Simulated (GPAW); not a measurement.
# Cl/Pd(110): simulated STM images, part 2 of 2

Aim: Tersoff-Hamann images of Cl/Pd(110) at several biases.

GPAW 26.7.0; GPAW, PAW setups; slab in vacuum, relaxation (the session's first sound run).

So far. Step 2 (Relaxing the atoms): The relaxation lowered the energy of the cell by 0.0634 eV (energies extrapolated to zero smearing; the optimiser's log prints free energies). The largest force left on a free atom is 0.012 eV/Å.

### 3. The slab's potential (continued)

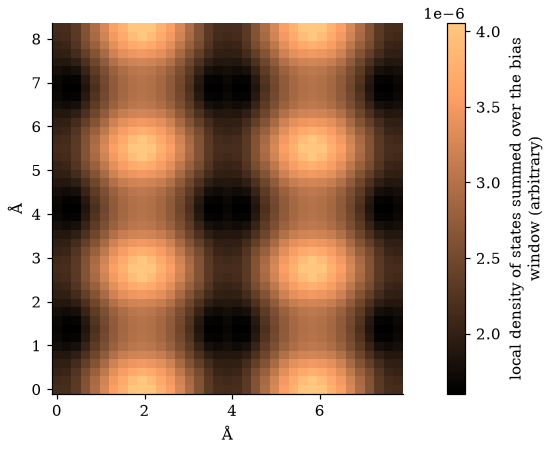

Local density of states summed over the bias window over a1 and a2. Sample bias -0.5 V, constant height 3.5 Å over the top atom. The cell is repeated, with its origin at the lower left corner.

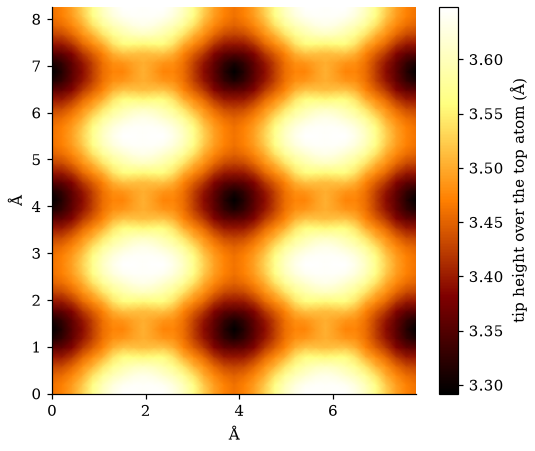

Tip height over the top atom over a1 and a2. Sample bias 0.5 V, constant current at the mean current 3.5 Å over the top atom. The cell is repeated, with its origin at the lower left corner.

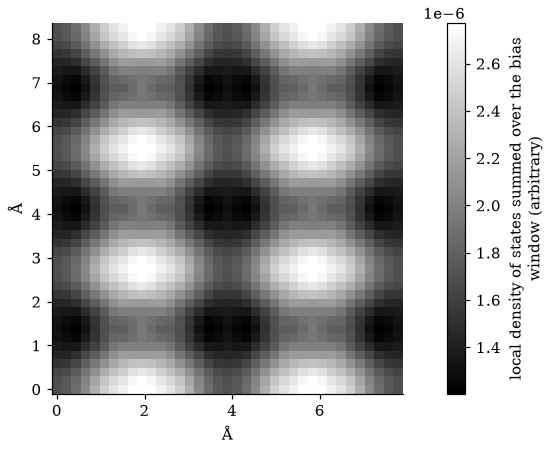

Local density of states summed over the bias window over a1 and a2. Sample bias 0.5 V, constant height 3.5 Å over the top atom. The cell is repeated, with its origin at the lower left corner.

Force by atom:

| atom | x (eV/Å) | y (eV/Å) | z (eV/Å) | size |
| --- | --- | --- | --- | --- |
| Pd1 | 0.000 | 0.000 | 0.068 | 0.068 |
| Pd2 | 0.000 | 0.000 | -0.401 | 0.401 |
| Pd3 | 0.000 | 0.000 | 0.347 | 0.347 |
| Pd4 | 0.000 | 0.000 | -0.006 | 0.006 |
| Pd5 | 0.000 | 0.000 | -0.013 | 0.013 |
| Cl6 | 0.000 | 0.000 | 0.003 | 0.003 |

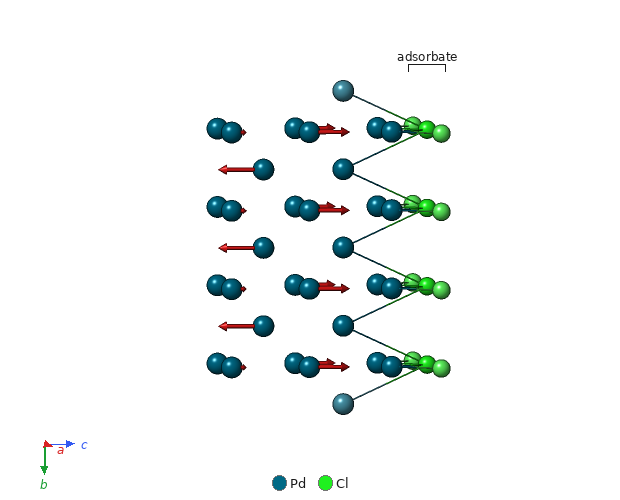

Force as arrows, the longest 0.401 eV/Å. 1×3×1 cells are drawn. Some periodic images of atoms are drawn too.

The potential is flat to 3.7e-4 eV/Å where it is read, so the vacuum is wide enough.

### 4. A changed run

One more run, with changed settings.

run.py

```python
import json
import numpy as np
from ase import Atoms
from gpaw import GPAW, PW

slab = Atoms(
    ['Pd', 'Pd', 'Pd', 'Pd', 'Pd', 'Cl'],
    positions=[
        [0.00000, 0.00000, 7.00000],
        [1.94500, 1.37532, 8.37532],
        [0.00000, 0.00000, 9.75065],
        [1.94500, 1.37532, 11.20141],
        [-0.00000, 0.00000, 12.66392],
        [1.94500, 0.00000, 14.16962]],
    cell=[[3.89, 0.0, 0.0], [0.0, 2.75065, 0.0], [0.0, 0.0, 21.12006]],
    pbc=[True, True, False])

slab.calc = GPAW(mode=PW(400), xc='pbe96', kpts={'size': (8, 11, 1), 'gamma': True},
                 occupations={'name': 'fermi-dirac', 'width': 0.1}, nbands='160%',
                 convergence={'density': 1e-05}, maxiter=50,
                 poissonsolver={'dipolelayer': 'xy'},
                 symmetry={'tolerance': 1e-3}, txt='slab.txt')
result = {}
energy = slab.get_potential_energy()
fermi = slab.calc.get_fermi_level()
v = slab.calc.get_electrostatic_potential().mean((0, 1)) - fermi
n = slab.calc.get_pseudo_density().mean((0, 1))
L = slab.cell[2, 2]
z = np.arange(len(v)) * L / len(v)
low, high = slab.positions[:, 2].min(), slab.positions[:, 2].max()
below, above = np.interp([low - 4.8, high + 4.8], z, v)
slopes = [np.interp(x, z, np.gradient(v, z)) for x in (low - 4.8, high + 4.8)]
eps = np.array([[slab.calc.get_eigenvalues(k, s) for k in range(len(slab.calc.get_ibz_k_points()))]
                for s in range(slab.calc.get_number_of_spins())]) - fermi
top, bottom = eps[eps < 0].max(), eps[eps > 0].min()
dipole = slab.get_dipole_moment()[2]
print(f'energy {energy:.4f} eV, Fermi level {fermi:.4f} eV, dipole {dipole:.5f} e A')
print(f'potential 4.8 A off the faces, from the Fermi level: lower {below:.4f} eV, upper {above:.4f} eV')
print(f'slope of the potential there: lower {slopes[0]:.5f}, upper {slopes[1]:.5f} eV/A')
print(f'nearest levels on the mesh: {top:.4f} and {bottom:.4f} eV')
print('magnetic moment', round(slab.get_magnetic_moment(), 3))
result.update(energy=energy, fermi=fermi, dipole=dipole, below=below, above=above, slopes=slopes, edges=[top, bottom],
              z=z.tolist(), v=v.tolist(), n=n.tolist(), positions=slab.positions.tolist(),
              forces=slab.get_forces(apply_constraint=False).tolist(), moments=slab.get_magnetic_moments().tolist())
json.dump(result, open('result.json', 'w'))
```

The run is started by

```console
> OMP_NUM_THREADS=1 OPENBLAS_NUM_THREADS=1 python run.py
```

Log:

```text
NameError: Unknown functional: pbe96.
```

Run time: 0.64 s. Hardware: 1 thread of Intel Xeon Platinum 8375C at 2.90GHz (Ice Lake), shared host; peak memory 0.1 GiB.

The program refused the input before any cycle.

The program's message: “NameError: Unknown functional: pbe96.”

The change that led to it: xc = "pbe96".

### 5. What came out

| Property | Result |
| --- | --- |
| work function, upper and lower face | 5.770 and 4.887 eV |
| dipole along the normal | -0.0522 e Å |
| corrugation at -0.5 V | 0.375 Å |
| corrugation at 0.5 V | 0.356 Å |

**Reading.** The tip height varies by 0.36 to 0.37 Å over the cell, much the same at every bias tried. Negative sample bias images filled states, positive bias empty ones. The two faces differ by 0.88 eV, the step that the slab's dipole makes (e p/(ε0 A) gives 0.88 eV), so the dipole layer is needed. The images are of Tersoff-Hamann type: an s-wave tip, no tip-sample forces, heights closer than in a microscope. The cell of 10.7 Å² holds one Cl, started on one chosen site; other sites and coverages weren't tried. The in-plane lattice was kept as typed, which isn't the functional's own and leaves some strain; spin-orbit coupling and temperature are left out.

[Logs are printed without paths, hosts, clocks, repeated set-up lines and the standing remarks that a program may print on its own settings, such as how far it seeks lower states.]

[Hosts, paths, dates, database ids (printed as entryN), source tags and the programs' standing remarks are cut or masked in the printed files.]
